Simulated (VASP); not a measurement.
Band structure of Al2YSi2 (space group P-3m1). Level of theory: LDA (Ceperley-Alder, Perdew-Zunger), VASP's LDA PAW potentials (set 64) (plane waves; VASP).

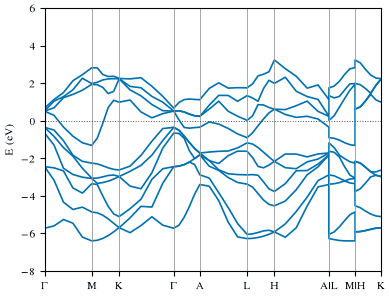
Figure. Bands along high-symmetry lines, zero at the valence-band maximum or, without a gap, the Fermi level

**Question.** Read the plot: is there a gap, and where are the band edges?

**Answer.** It has no gap at this level: it comes out as a metal or semimetal.

The structure comes from a measured Al2YSi2 entry (P-3m1) of the Crystallography Open Database, whose conditions weren't checked. The cell was not relaxed at this level. The electron count is odd and the run is not spin-polarised, which forces a metal.
